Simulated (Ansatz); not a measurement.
# C₁₆H₂₁B (SMILES Cc1cccc(B2C3CC4CC(C3)CC2C4)c1): what the fields show

```xyz
38

C     3.0231    0.2769   -3.0345
C     1.5625    0.2349   -2.6590
C     0.5616    0.4318   -3.6347
C    -0.7986    0.3735   -3.2961
C    -1.1799    0.1188   -1.9724
C    -0.2127   -0.0838   -0.9564
C     0.3939   -0.6138    1.7127
C     0.0698   -1.9978    2.3380
C    -1.3833   -2.0365    2.8489
C    -1.5812   -0.9393    3.9118
C    -1.3052    0.4407    3.2856
C     0.1485    0.4906    2.7776
C    -2.2887    0.6822    2.1243
C    -2.1320   -0.4162    1.0365
C    -2.3678   -1.8065    1.6863
C     1.1514   -0.0179   -1.3383
B    -0.6300   -0.3633    0.5261
H     3.3255   -0.6487   -3.5699
H     3.6707    0.3690   -2.1410
H     3.2466    1.1267   -3.7110
H     0.8564    0.6363   -4.6771
H    -1.5626    0.5322   -4.0729
H    -2.2500    0.0776   -1.7169
H     1.4596   -0.5925    1.4021
H     0.2312   -2.8079    1.5937
H     0.7687   -2.2023    3.1811
H    -1.5825   -3.0319    3.3022
H    -0.8973   -1.1122    4.7709
H    -2.6181   -0.9769    4.3108
H    -1.4489    1.2316    4.0535
H     0.8494    0.3506    3.6322
H     0.3675    1.4949    2.3536
H    -3.3334    0.6810    2.5112
H    -2.1179    1.6900    1.6868
H    -2.8865   -0.2509    0.2391
H    -2.2552   -2.6132    0.9295
H    -3.4141   -1.8730    2.0630
H     1.9266   -0.1680   -0.5692
```

Geometry: PBE-D3(BJ)/def2-SVP.

Computed with Ansatz 0.2.0, isolated molecule in a Gaussian basis; Kohn-Sham density functional theory, functional PBE0.

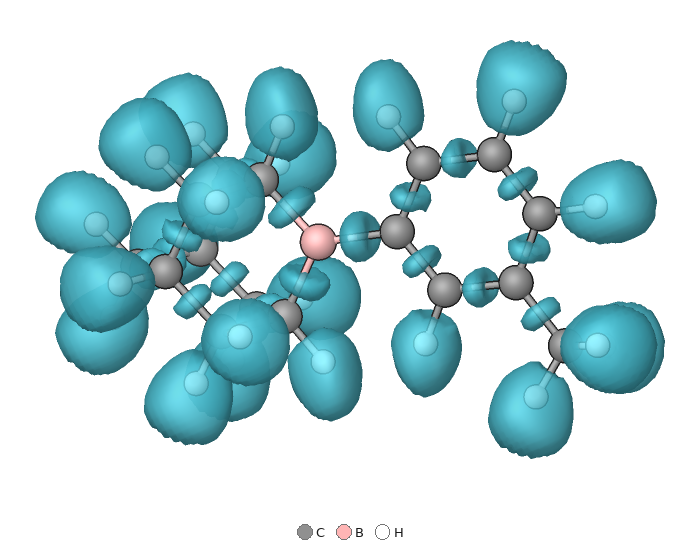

Figure 1. Isosurface of the ELF at 0.85 (cyan), seen at a tilt. Only the valence region is drawn (cores and ρ < 0.01 e/Å³ removed).

Identify the bonds, lone pairs and shells in this picture.

Answer. The surface consists of three regions between bonded B–C atoms (shared pairs), 17 regions between bonded C–C atoms (shared pairs) and 21 regions around hydrogen nuclei.


C–C (1.40 Å): the ELF peaks at about 0.95 between the atoms: a covalent bond. C–B (1.57 Å): the ELF peaks at about 1 between the atoms (a covalent bond).

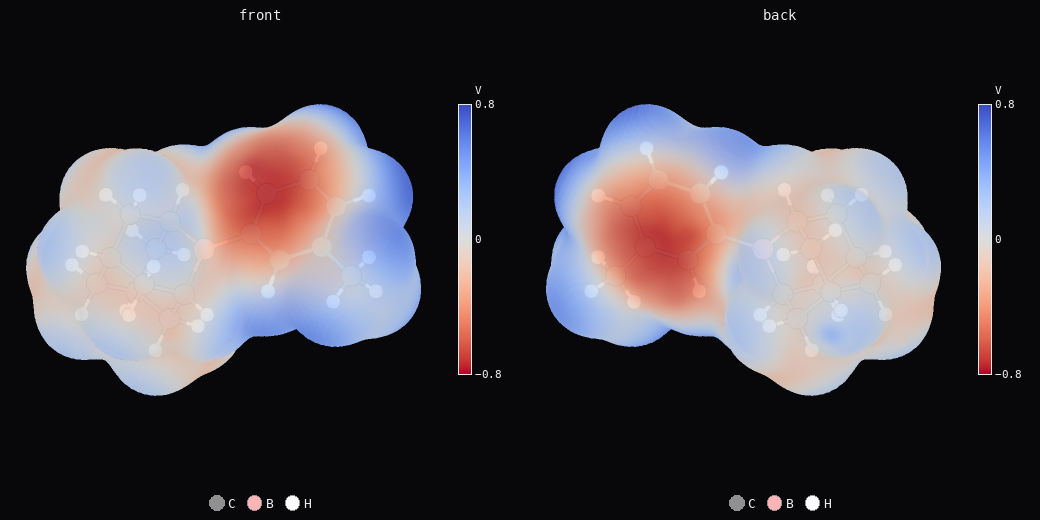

Figure 2. The molecular electrostatic potential painted on the density surface at 0.001 e/bohr³, seen from the front and from behind; the colour scale runs from red (negative) to blue (positive).

Where is the surface potential most negative and most positive?

Answer. The most negative region (about −0.7 V) lies over the π face of the C atoms, the most positive (about +0.6 V) over H21 and H22.

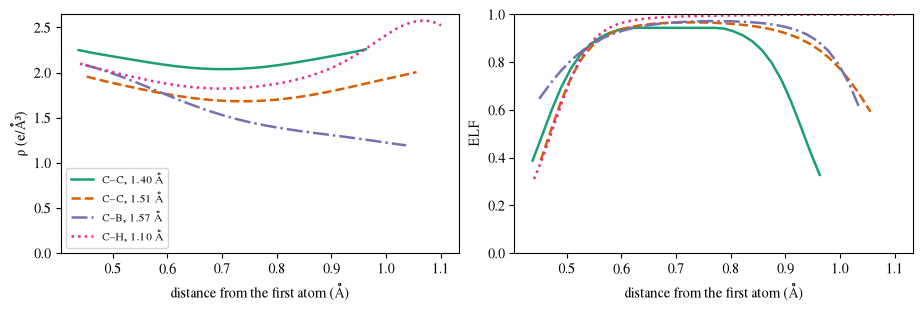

Figure 3. Total electron density and ELF along straight lines between neighbouring atoms. The curves leave out the atomic cores.

What can be read from the curves?

Answer. C–C (1.40 Å): ρ at the midpoint is about 2 e/Å³; the ELF peaks at about 0.95 between the atoms: localised, covalent bonding.
C–C (1.51 Å): the density is about 1.7 e/Å³ at the midpoint; the ELF peaks at about 0.95 between the atoms; a covalent bond.
C–B (1.57 Å): the density is about 1.4 e/Å³ at the midpoint; the ELF peaks at about 1 between the atoms, as expected for localised, covalent bonding.
C–H (1.10 Å): the density is about 1.9 e/Å³ at the midpoint; the ELF climbs to about 1 towards the hydrogen, as it does in any bond to H; a covalent bond by its length.
